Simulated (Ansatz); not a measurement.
The figure comes from a scan of ZrO₂ (tetragonal-ZrO2 type, space group P4_2/nmc): the cell is scaled evenly about its relaxed volume V₀. The numbers are results of PBEsol (plane waves to 420 eV, PAW, scalar-relativistic; Ansatz, a first-principles code), not measurements. k mesh 10×10×7 (Γ-centred), Fermi-Dirac smearing 0.05 eV. E stands for the smeared free energy. This is a high-temperature form of ZrO2. ZrO2 is run without spin polarisation. ZrO2 was relaxed with its symmetry unable to fall. The zero of ΔE is the relaxed starting cell.

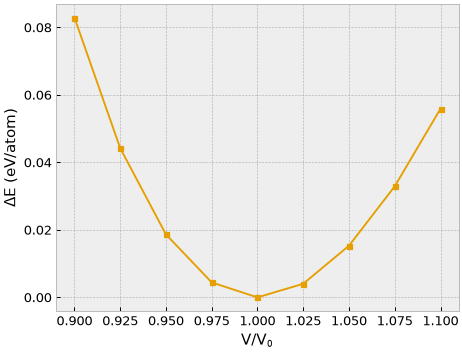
*ΔE (eV/atom) against V/V₀; computed points joined by lines.*

Task: Turn the plot into a table (rounded to what can be read).

Result: To the nearest 0.002:

```csv
V/V₀,ΔE (eV/atom)
0.900,0.082
0.925,0.044
0.950,0.018
0.975,0.004
1.000,0.000
1.025,0.004
1.050,0.016
1.075,0.032
1.100,0.056
```

(Under strain, the slope of the energy per volume gives the stress and its curvature an elastic modulus.)
